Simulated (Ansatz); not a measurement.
**SiH2S (SMILES [SiH]S) at 6 levels**

We compute a comparison of 6 runs (HF/STO-3G, UHF/STO-3G, BLYP/STO-3G, CCSDTQ/STO-3G, UCCSD(T)/STO-3G, FCI/STO-3G) of SiH2S. 

Program for the calculation: Ansatz 0.2.0.

46 further runs of the same task are left out: 46 set aside as unsound or not needed.

### 1 The structure to begin with

The species is SiH2S (4 atoms), meant as a singlet with charge 0. SMILES: `[SiH]S`. The H3–Si1 distance was set to 3.050 Å, away from the relaxed value. At this shape a bond of the SMILES string is far longer than usual.

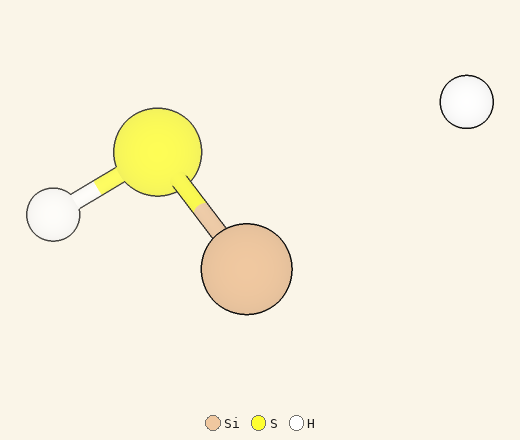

The structure, seen from a chosen angle (silicon light orange, sulfur yellow, hydrogen white).

### 2 The energy at HF/STO-3G (run 1)

in.yaml reads:

```yaml
crystal:
  periodic: [false, false, false]
  atoms:
    - symbol: Si
      position_ang: [-1.543109, -0.957999, -0.659206]
    - symbol: S
      position_ang: [-1.089809, 1.075201, -1.026906]
    - symbol: H
      position_ang: [1.017500, -1.190800, 0.981400]
    - symbol: H
      position_ang: [-2.170009, 1.362401, -1.776506]
basis:
  gaussian:
    orbitals: STO-3G
magnetization:
  spin_polarized: false
hamiltonian:
  xc: hf
accuracy: high
```

The run is started by

```
$ ansatz run in.yaml --threads 1 --pin off --max-ram 2610MiB --events-out events.jsonl --progress --plain --runs-dir runs
```

What it wrote:

```text
Warning: RAYON_NUM_THREADS=1 ignored (pool sized by the plan → 1); use --threads N
Functional definition: HF
  name "HF"
  exchange = exact_x
  correlation = 0
341 factors; integrals over basis functions are off by at most 1.1e-8 eV
mean field evaluation 1: about -18488.8259 eV, gradient 1.9e1 eV
mean field evaluation 2: about -18488.8472 eV, gradient 1.9e1 eV
mean field evaluation 4: about -18493.4192 eV, gradient 2.5e0 eV
mean field evaluation 8: about -18493.4970 eV, gradient 1.2e-4 eV
mean field evaluation 16: about -18490.2165 eV, gradient 4.8e-1 eV
mean field -18493.49104080 eV, -679.6232604110 hartree, gradient 3.5e-8 eV, S^2 0.000000; 0 other end points of the search recorded, 0 dependent functions left out
reference -18493.49104080 eV, -679.6232604110 hartree; 16, 16 occupied and 4, 4 virtual orbitals, 341 factors
Total energy: -18493.49104080 eV, -679.6232604110 hartree
```

It took 0.12 s on 1 thread of AMD EPYC 7R43 (Zen 3), shared host.

### 3 The energy at UHF/STO-3G (run 2)

in.yaml reads:

```yaml
crystal:
  periodic: [false, false, false]
  atoms:
    - {symbol: Si, position_ang: [-1.543109, -0.957999, -0.659206]}
    - {symbol: S, position_ang: [-1.089809, 1.075201, -1.026906]}
    - {symbol: H, position_ang: [1.017500, -1.190800, 0.981400]}
    - {symbol: H, position_ang: [-2.170009, 1.362401, -1.776506]}
basis:
  gaussian:
    orbitals: STO-3G
accuracy: high
magnetization:
  spin_polarized: true
  initial_magnetization: 0
hamiltonian:
  xc: hf
```

The run is started by

```
$ ansatz run in.yaml --threads 1 --pin off --max-ram 2610MiB --events-out events.jsonl --progress --plain --runs-dir runs
```

What it wrote:

```text
Warning: RAYON_NUM_THREADS=1 ignored (pool sized by the plan → 1); use --threads N
Functional definition: HF
  name "HF"
  exchange = exact_x
  correlation = 0
341 factors; integrals over basis functions are off by at most 1.1e-8 eV
mean field evaluation 1: about -18488.8259 eV, gradient 1.3e1 eV
mean field evaluation 2: about -18488.8472 eV, gradient 1.3e1 eV
mean field evaluation 4: about -18493.4192 eV, gradient 1.8e0 eV
mean field evaluation 8: about -18493.4910 eV, gradient 1.7e-2 eV
mean field evaluation 16: about -18497.2258 eV, gradient 9.5e-1 eV
mean field evaluation 32: about -18497.2349 eV, gradient 1.6e-8 eV
mean field evaluation 64: about -18497.2232 eV, gradient 8.9e-1 eV
mean field evaluation 96: about -18493.4696 eV, gradient 8.6e-3 eV
mean field -18497.23490201 eV, -679.7608447726 hartree, gradient 8.3e-8 eV, S^2 0.978074; 5 other end points of the search recorded, 0 dependent functions left out
reference -18497.23490201 eV, -679.7608447726 hartree; 16, 16 occupied and 4, 4 virtual orbitals, 341 factors
Total energy: -18497.23490201 eV, -679.7608447726 hartree
```

Run time: 0.28 s. Hardware: 1 thread of AMD EPYC 7R43 (Zen 3), shared host.

Runs 3 to 5 aren't shown in full; the table further down has their settings and results.

### 4 The energy at FCI/STO-3G (run 6)

job.yaml reads:

```yaml
crystal:
  periodic: [false, false, false]
  atoms:
    - {symbol: Si, position_ang: [-1.543109, -0.957999, -0.659206]}
    - {symbol: S, position_ang: [-1.089809, 1.075201, -1.026906]}
    - {symbol: H, position_ang: [1.017500, -1.190800, 0.981400]}
    - {symbol: H, position_ang: [-2.170009, 1.362401, -1.776506]}
basis:
  gaussian: {orbitals: STO-3G}
correlation: {method: fci, frozen_orbitals: {H: 0, S: 5, Si: 5}}
accuracy: high
```

The run is started by

```
$ ansatz run job.yaml --threads 1 --pin off --max-ram 2610MiB --events-out events.jsonl --progress --plain --runs-dir runs
```

What it wrote, cut to the lines that bear on the results:

```text
Warning: RAYON_NUM_THREADS=1 ignored (pool sized by the plan → 1); use --threads N
Functional definition: HF
  name "HF"
[...]
341 factors; integrals over basis functions are off by at most 1.1e-8 eV
[...]
mean field -18493.49104080 eV, -679.6232604110 hartree, gradient 3.5e-8 eV, S^2 0.000000; 1 other end points of the search recorded, 0 dependent functions left out; unrestricted orbitals would lower it
unrestricted determinant -18497.23490201 eV, -679.7608447726 hartree, S^2 0.9781
10 core orbitals not correlated: weight in the atoms' cores, before any rotation towards them, 1.000 or more for the frozen orbitals, at most 0.000 for the correlated occupied ones
reference -18493.49104080 eV, -679.6232604110 hartree; 6, 6 occupied and 4, 4 virtual orbitals, 341 factors
state -18499.12156324 eV, -679.8301782940 hartree
Total energy: -18499.12156324 eV, -679.8301782940 hartree
```

It took 0.42 s on 1 thread of AMD EPYC 7R43 (Zen 3), shared host.

### 5 The series

```
run            level  frozen core orbitals  energy (Eh)  wall time
  1        HF/STO-3G                     –  -679.623260     0.12 s
  2       UHF/STO-3G                     –  -679.760845     0.28 s
  3      BLYP/STO-3G                     –  -680.814503        1 s
  4    CCSDTQ/STO-3G                    10  -679.830283      2.4 s
  5  UCCSD(T)/STO-3G                    10  -679.828460     0.46 s
  6       FCI/STO-3G                    10  -679.830178     0.42 s
```

### 6 What came out

| quantity | value |
| --- | --- |
| run 6: total energy | -679.83018 Eh |
| run 6: correlation energy (10 core orbitals frozen) | -206.9 mEh |

In words: Against full CI in this basis: HF +206.9 mEh; UHF +69.3 mEh; CCSDTQ -0.1 mEh; UCCSD(T) +1.7 mEh. In run 4 the log says that unrestricted orbitals would lower the reference, so the values rest on an unstable closed-shell determinant (other closed-shell runs at this shape may share the fault). In runs 1, 2, 3, 4, 5, 6 the basis is minimal, so the values are rough. In runs 1, 3 a closed-shell determinant meets a far-stretched bond, which it describes badly. Spin contamination of the reference: run 2 ⟨S²⟩ = 0.98, run 5 ⟨S²⟩ = 0.98. Where it is this large, the reference is a mixture of spin states, and values that rest on it are in doubt. All runs together took 4.7 s, the longest 2.4 s.
